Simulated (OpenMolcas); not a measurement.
Energy and gradient calculation, with input and output: AlPH4O (part 2 of 2)

AlPH4O; BP86/6-311G**, RKS (OpenMolcas 26.06). The geometry comes from this level: GFN2-xTB.

Geometry of the input (Å):
```
Al -1.2351  0.3349  -0.8347
O  0.2601  -0.0039  -0.1860
P  1.7665  -0.3376  0.4464
H  -1.7812  -0.5596  -1.9475
H  -2.0146  1.5167  -0.2520
H  1.6412  0.5008  1.5669
H  1.3631  -1.4514  1.2069
```

What the program printed, continued
```
++ Convergence information
                                   [...]      iterations: Energy and convergence statistics

Iter     Tot. [...]      One-elec.       Two-elec.     Energy      Max Dij or  Max Fij      DNorm      TNorm      AccCon     Time
         Energy          Energy          Energy        Change      Delta Norm                                                in Sec.
   1  -661.140856696 -1239.418111014   440.806688645   0.00E+00    4.63E-01*   1.07E+00*    6.78E+00   2.18E+02   None         3.
   2  -660.617756100 -1235.887257488   437.798935715   5.23E-01*   1.55E-01*   5.93E-02*    2.98E+00   2.18E+02   EDIIS        2.
   3  -661.480236408 -1244.908993601   445.958191520  -8.62E-01*   3.24E-01*   4.28E-02*    1.28E+00   2.20E+02   EDIIS        2.
   4  -661.294319021 -1234.803283524   436.038398829   1.86E-01*   8.15E-02*   2.11E-02*    1.59E+00   2.17E+02   EDIIS        2.
   5  -661.512538426 -1239.657911831   440.674807732  -2.18E-01*   2.90E-02*   9.91E-03*    5.42E-01   2.18E+02   c2DIIS       2.
   6  -661.521272478 -1241.989345601   442.997507450  -8.73E-03*   5.98E-02*   9.61E-03*    2.53E-01   2.19E+02   QNRc2DIIS    2.
   7  -661.519464944 -1241.247987859   442.257957242   1.81E-03*   3.63E-02*   1.66E-02*    2.19E-01   2.19E+02   QNRc2DIIS    2.
   8  -661.522757159 -1241.089379598   442.096056765  -3.29E-03*   1.34E-02*   4.44E-03*    1.18E-01   2.19E+02   QNRc2DIIS    2.
   9  -661.523169030 -1241.472671325   442.478936621  -4.12E-04*   1.70E-03*   4.24E-04*    5.62E-02   2.19E+02   QNRc2DIIS    2.
  10  -661.523173978 -1241.475518717   442.481779066  -4.95E-06*   1.93E-04*   1.20E-04*    6.45E-03   2.19E+02   QNRc2DIIS    2.
  11  -661.523174040 -1241.473328843   442.479589129  -6.22E-08*   6.32E-05*   3.04E-05*    8.16E-04   2.19E+02   QNRc2DIIS    2.
  12  -661.523174044 -1241.473385867   442.479646150  -3.55E-09*   2.56E-05*   4.38E-06*    2.27E-04   2.19E+02   QNRc2DIIS    2.
  13  -661.523174044 -1241.473523988   442.479784271  -9.35E-11    6.00E-06    3.45E-06*    9.70E-05   2.19E+02   QNRc2DIIS    2.
  14  -661.523174044 -1241.473476016   442.479736299  -5.82E-11    6.31E-07    1.94E-07*    2.40E-05   2.19E+02   QNRc2DIIS    2.
  15  -661.523174044 -1241.473476760   442.479737043  -9.09E-13    1.52E-07    4.10E-08     2.81E-06   2.19E+02   QNRc2DIIS    2.

       Convergence after  15 Iterations
--

 *****************************************************************************************************************************
 *                                             SCF/KS-DFT Program, Final results                                             *
 *                                                       Final Results                                                       *
 *****************************************************************************************************************************

::    Total KS-DFT energy                            -661.5231740439
      One-electron energy                           -1241.4734767605
      Two-electron energy                             442.4797370433
      Nuclear repulsion energy                        137.4705656733
      Kinetic energy (interpolated)                   660.6766794740
      Virial theorem                                    1.0012812539
      Total spin, S(S+1)                                0.0000000000
      Total spin, S                                     0.0000000000
      Max non-diagonal density matrix element           0.0000001180
      Max non-diagonal Fock matrix element              0.0000000195

      All orbitals with orbital energies smaller than  E(LUMO)+0.5 are printed

++    Molecular orbitals:
      -------------------

      Title: RKS-DFT orbitals

      Molecular orbitals for symmetry species 1: a

          Orbital            1         2         3         4         5         6         7         8         9        10
          Energy          -76.3676  -55.3983  -18.7532   -6.3384   -4.5578   -4.5534   -4.5489   -3.9306   -2.5382   -2.5317
          Occ. No.          2.0000    2.0000    2.0000    2.0000    2.0000    2.0000    2.0000    2.0000    2.0000    2.0000

          Orbital           11        12        13        14        15        16        17        18        19        20
          Energy           -2.5284   -0.8966   -0.5852   -0.4336   -0.3772   -0.3430   -0.3280   -0.2891   -0.2547   -0.2211
          Occ. No.          2.0000    2.0000    2.0000    2.0000    2.0000    2.0000    2.0000    2.0000    2.0000    2.0000

          Orbital           21        22        23        24        25        26        27        28        29        30
          Energy           -0.0646   -0.0478    0.0060    0.0168    0.0267    0.0397    0.0625    0.1023    0.1037    0.1220
          Occ. No.          0.0000    0.0000    0.0000    0.0000    0.0000    0.0000    0.0000    0.0000    0.0000    0.0000

          Orbital           31        32        33        34        35        36        37        38        39
          Energy            0.1462    0.1716    0.1903    0.2566    0.3088    0.3456    0.3603    0.3694    0.4023
          Occ. No.          0.0000    0.0000    0.0000    0.0000    0.0000    0.0000    0.0000    0.0000    0.0000

--

++    Molecular charges:
      ------------------

      Mulliken charges per centre and basis function type
      ---------------------------------------------------

                AL1     O2      P3      H4      H5      H6      H7
      1s       4.9440  3.7843  5.7318  1.1991  1.2010  1.0076  1.0096
      2px      2.3165  1.4010  2.8697  0.0010  0.0016  0.0031  0.0037
      2pz      2.3607  1.7338  2.9733  0.0029  0.0010  0.0092  0.0062
      2py      2.4265  1.7803  2.8587  0.0021  0.0033  0.0065  0.0090
      3d2+     0.0397  0.0013  0.0373  0.0000  0.0000  0.0000  0.0000
      3d1+     0.0497  0.0011  0.0274  0.0000  0.0000  0.0000  0.0000
      3d0      0.0253  0.0006  0.0232  0.0000  0.0000  0.0000  0.0000
      3d1-     0.0227  0.0002  0.0448  0.0000  0.0000  0.0000  0.0000
      3d2-     0.0550  0.0006  0.0234  0.0000  0.0000  0.0000  0.0000
      Total   12.2402  8.7032 14.5897  1.2050  1.2069  1.0264  1.0285

      N-E      0.7598 -0.7032  0.4103 -0.2050 -0.2069 -0.0264 -0.0285

      Total electronic charge=   40.000000

      Total            charge=   -0.000000
--

++    Molecular properties:
      ---------------------

      Charge (e):
                      =   -0.0000
      Dipole Moment (debye):
      Origin of the operator (angstrom)=    0.3174   -0.0189   -0.1422
                   X=  7.8957E-02               Y= -1.3976E-01               Z=  6.4363E-01           Total=  6.6334E-01
      Quadrupole Moment (debye*angstrom):
      Origin of the operator (angstrom)=    0.3174   -0.0189   -0.1422
                  XX= -3.5256E+01              XY=  1.1607E+00              XZ=  5.5530E-01              YY= -3.3450E+01
                  YZ= -2.8597E+00              ZZ= -3.2632E+01
      In traceless form (debye*angstrom)
                  XX= -2.2151E+00              XY=  1.7410E+00              XZ=  8.3294E-01              YY=  4.9374E-01
                  YZ= -4.2896E+00              ZZ=  1.7214E+00
--

--- Stop Module: scf /rc=_RC_ALL_IS_WELL_ ---
--- Module scf spent 31 seconds ---

--- Start Module: alaska ---

                                              &ALASKA

                       available to each process: 1.9 GB of memory, 1 thread

                     Threshold for contributions to the gradient: 1.000E-07

                    ********************************************
                    * Symmetry Adapted Cartesian Displacements *
                    ********************************************

           Irreducible representation : a
           Basis function(s) of irrep: x, y, xy, Rz, z, xz, Ry, yz, Rx, I

 Basis Label        Type   Center Phase
   1   AL1          x         1     1
   2   AL1          y         1     1
   3   AL1          z         1     1
   4   O2           x         2     1
   5   O2           y         2     1
   6   O2           z         2     1
   7   P3           x         3     1
   8   P3           y         3     1
   9   P3           z         3     1
  10   H4           x         4     1
  11   H4           y         4     1
  12   H4           z         4     1
  13   H5           x         5     1
  14   H5           y         5     1
  15   H5           z         5     1
  16   H6           x         6     1
  17   H6           y         6     1
  18   H6           z         6     1
  19   H7           x         7     1
  20   H7           y         7     1
  21   H7           z         7     1

                     No automatic utilization of translational and rotational invariance of the energy is employed.

 DFT contribution computed for a moving grid.

 Conventional ERI gradients!

 **************************************************
 *              Molecular gradients               *
 **************************************************

  Irreducible representation: a
 ------------------------------------------------------------------------------------------
                              X                       Y                       Z
 ------------------------------------------------------------------------------------------
  AL1               7.31196571358517E-03   -2.07655585079269E-03    2.44780104379227E-03
  O2               -2.63046315946289E-02    5.93169954719069E-03   -4.59155196039529E-03
  P3                1.00628932021749E-02   -4.83720747727645E-03    1.86692327267313E-02
  H4                5.84939678061613E-03    1.09224040039158E-02    1.34454838456777E-02
  H5                8.53268666384288E-03   -1.41884166157276E-02   -6.42095486312111E-03
  H6               -4.43115755186978E-03   -8.62302473434973E-03   -1.46787572141389E-02
  H7               -1.02115321378360E-03    1.28711011270197E-02   -8.87125357851914E-03
 ------------------------------------------------------------------------------------------

--- Stop Module: alaska /rc=_RC_ALL_IS_WELL_ ---
--- Module alaska spent 9 seconds ---

.##################.
.# Happy landing! #.
.##################.

    Timing: Wall=45.01 User=39.26 System=5.33
```

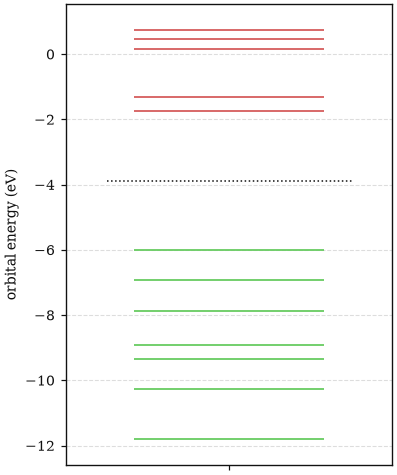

**Figure 1.** Orbital energies near the frontier; the dotted line parts filled from empty levels, and levels within 0.02 eV of each other stand side by side. Highest filled −6.02 eV, lowest empty −1.76 eV, 4.26 eV apart.

Summary

```csv
quantity,value
outcome,converged
total energy,−661.523174 hartree
basis functions,94
largest force,1.407 eV/Å
HOMO,−6.02 eV
LUMO,−1.76 eV
dipole moment,0.66 debye
hardware,"1 thread of Arm Neoverse N1, 24 GiB of memory available, shared host"
wall time,45 s
peak memory,0.52 GiB
```
